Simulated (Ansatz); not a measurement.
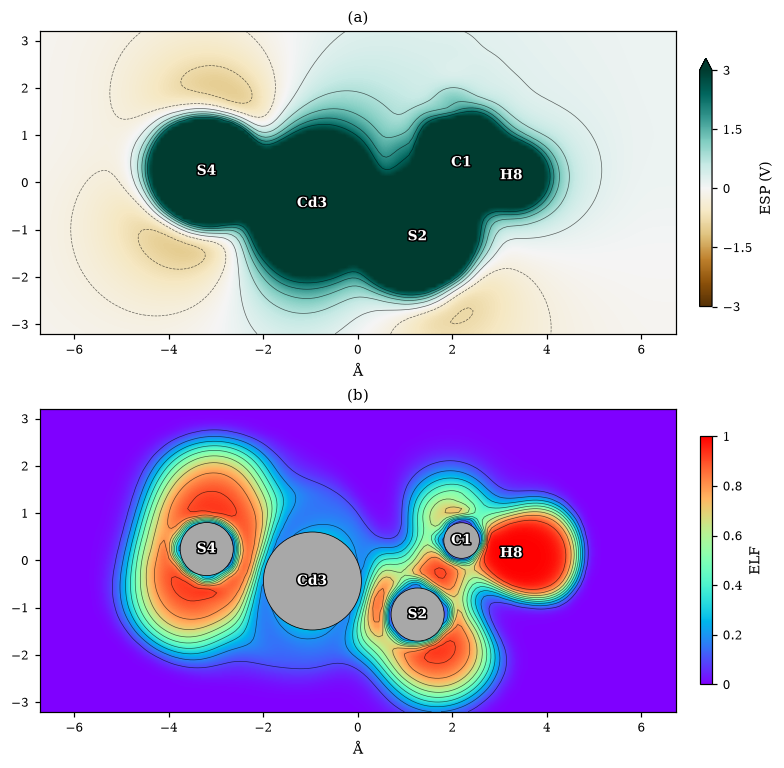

*C2H6CdS2. (a) electrostatic potential; (b) electron localisation function on the plane of atoms S2, C1 and H8. Grey discs cover the atomic cores in the ELF map.*

Geometry: PBE0-D4/def2-TZVP; core potentials replace the inner electrons of Cd.

All numbers below come from RKS PBE0-D4/def2-TZVPP (Ansatz 0.2.0).

```xyz
11

C    -0.2461   -1.0805    2.8387
S     1.3074   -1.1193    1.8877
Cd    0.5909   -0.7547   -0.3064
S    -0.0948   -0.4288   -2.5165
C     0.0125    1.3788   -2.7176
H    -0.9294   -1.8724    2.5345
H    -0.7446   -0.1147    2.7665
H     0.0306   -1.2470    3.8804
H    -0.6583    1.9052   -2.0397
H    -0.2988    1.5901   -3.7411
H     1.0305    1.7432   -2.5865
```

**What do the fields say about this system?**

Atoms in the plane: C, S, Cd and H. C–S (1.82 Å): the ELF peaks at about 0.90 between the atoms (a covalent bond). Cd–S (2.34 Å): the ELF peaks at about 0.85 in the valence shell of S, 0.9 Å from its nucleus, and is about 0.40 at the midpoint. C–H (1.09 Å): the ELF climbs to about 1 towards the hydrogen, as it does in any bond to H (an ordinary covalent bond to hydrogen). The ELF also peaks beside S2 and S4, away from the bonds: lone-pair regions. Outside the dense part of the molecule the potential is most negative (−1.0 V) near S2 and S4.
